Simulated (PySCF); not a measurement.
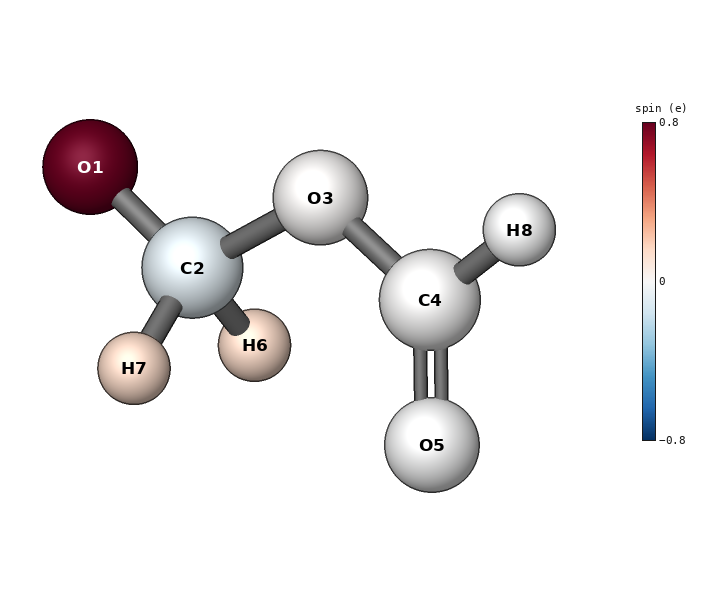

Atoms are coloured by their Mulliken spin populations. State: neutral, doublet. The computed structure is the end point of a GFN2-xTB optimisation. No frequency run is at hand to confirm it as a minimum. Level of theory: UKS B3LYP, pcH-1 on C H O, non-relativistic (PySCF 2.14.0).

List the Mulliken spin populations.

| atom | value (e) |
| --- | --- |
| O1 | 0.79 |
| C2 | −0.09 |
| O3 | 0.01 |
| C4 | 0.00 |
| O5 | 0.00 |
| H6 | 0.14 |
| H7 | 0.14 |
| H8 | 0.00 |

Mulliken values depend strongly on the basis set.
